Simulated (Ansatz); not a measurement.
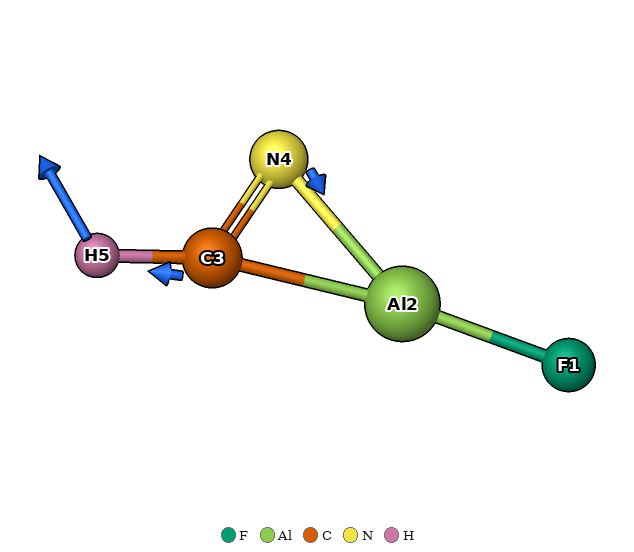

The arrows show one normal mode. Harmonic vibrations computed with RKS PBE0-D4/def2-TZVP (Ansatz 0.2.0) at a stationary point of the same level.

Question: Estimate its harmonic wavenumber.

Answer: 731 cm⁻¹; it is mode 4 of 9 counted from the lowest.
